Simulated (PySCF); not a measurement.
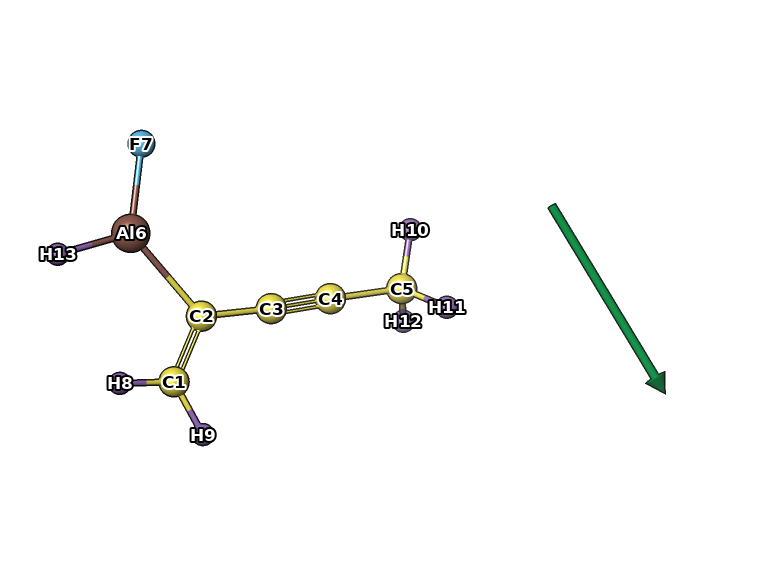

The arrow beside the molecule shows the direction of the dipole moment, from the negative to the positive end (its length means nothing). Computed geometry: GFN2-xTB optimisation. No frequency run is at hand to confirm it as a minimum. Method: PBE0/def2-SVPD, gas phase (PySCF 2.14.0).

### Estimate the dipole moment.

2.02 D; it points from the side of F7 to the side of H11, H12 (the outermost atoms at the two ends).

The geometry is semi-empirical. Around Al such bond lengths and angles can be off by a tenth of an ångström or more and by several degrees, and values that hang on the shape move with them.
